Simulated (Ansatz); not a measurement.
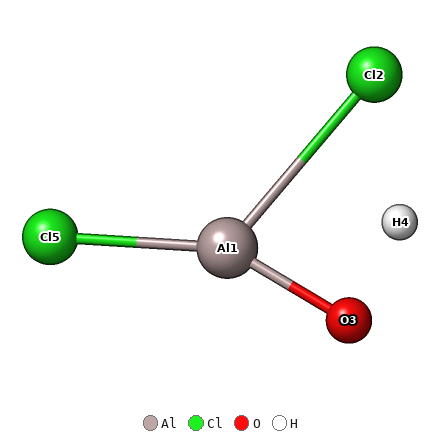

The system is the reacting system AlCl2HO (fragments AlCl₂HO where the first distance is long, AlClO + ClH where the second is long); the picture shows the reference structure. The first coordinate is: distance Cl2–H4 (bond that forms); the second: distance Al1–Cl2 (bond that breaks). Relaxed at each point: all other coordinates. The grid has 12 × 12 points. Points are written as (first, second). All energies are given in kJ/mol relative to the lowest grid point. The reference is spin-restricted, so regions where a bond is pulled apart into radicals lie too high. All numbers below come from RKS B3LYP-D4/def2-SVP (Ansatz 0.2.0).

Its coordinates:

```xyz
5

Al   -0.6180    0.2600   -0.1219
Cl    1.9751    0.0868   -0.2400
O    -0.4197   -1.1133    0.8042
H     0.8220   -0.9529    0.5846
Cl   -1.7594    1.7192   -1.0269
```

Range: distance Cl2–H4 (bond that forms) from 1.197 to 2.397 Å; distance Al1–Cl2 (bond that breaks) from 2.007 to 3.207 Å.

Predict the map.

Answer. The lowest grid point is at (2.397 Å, 2.067 Å). It lies at the edge of the scanned range, so the true minimum may lie outside. The highest grid point, (1.197 Å, 2.007 Å), lies 416 kJ/mol above the lowest.

| second ↓, first → | 1.197 | 1.257 | 1.339 | 1.434 | 1.536 | 1.645 | 1.760 | 1.879 | 2.003 | 2.131 | 2.262 | 2.397 |
| --- | --- | --- | --- | --- | --- | --- | --- | --- | --- | --- | --- | --- |
| 3.207 | 336 | 315 | 304 | 300 | 297 | 290 | 282 | 274 | 267 | 262 | 258 | 255 |
| 3.072 | 333 | 313 | 299 | 292 | 284 | 273 | 261 | 250 | 241 | 234 | 229 | 225 |
| 2.941 | 331 | 310 | 294 | 283 | 270 | 254 | 238 | 225 | 214 | 205 | 198 | 193 |
| 2.813 | 329 | 307 | 289 | 273 | 254 | 234 | 215 | 199 | 185 | 175 | 167 | 160 |
| 2.689 | 328 | 305 | 283 | 262 | 238 | 213 | 191 | 172 | 157 | 144 | 135 | 127 |
| 2.570 | 329 | 304 | 278 | 251 | 221 | 191 | 166 | 145 | 127 | 113 | 102 | 93 |
| 2.455 | 332 | 304 | 273 | 239 | 204 | 171 | 142 | 119 | 100 | 84 | 72 | 62 |
| 2.346 | 338 | 307 | 271 | 231 | 191 | 154 | 123 | 97 | 76 | 59 | 45 | 34 |
| 2.244 | 349 | 314 | 273 | 227 | 183 | 143 | 109 | 81 | 58 | 40 | 25 | 13 |
| 2.149 | 367 | 328 | 282 | 231 | 183 | 140 | 104 | 74 | 50 | 30 | 14 | 1 |
| 2.067 | 391 | 349 | 298 | 243 | 192 | 147 | 108 | 77 | 51 | 30 | 14 | 0 |
| 2.007 | 416 | 372 | 317 | 260 | 206 | 159 | 119 | 86 | 60 | 38 | 21 | 7 |

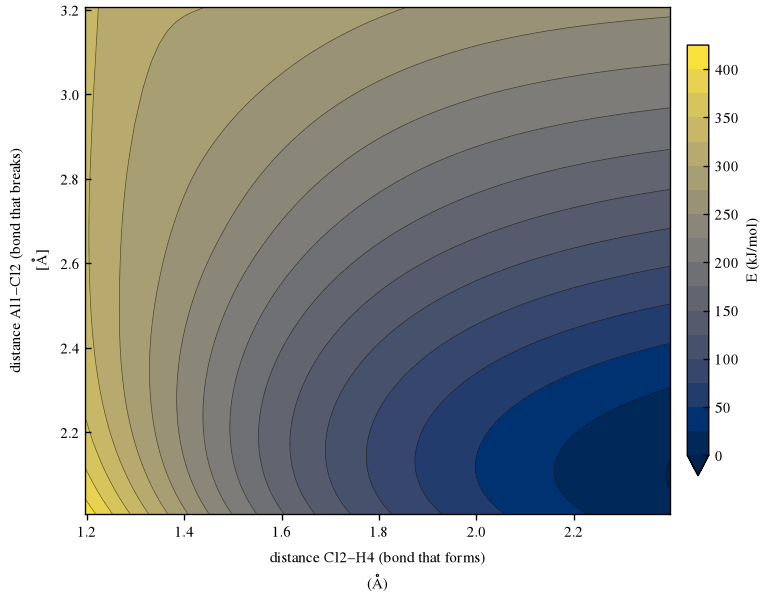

The picture shows filled contours. Between grid points the surface is interpolated.

Each point was launched as `ansatz run input.yaml --threads 1 --pin off --max-ram 2560MiB --backend cpu --events-out ev --progress --plain --runs-dir out`. Time for the 144 points that were run: 20 min on 1 thread of Arm Neoverse V1 (shared host).
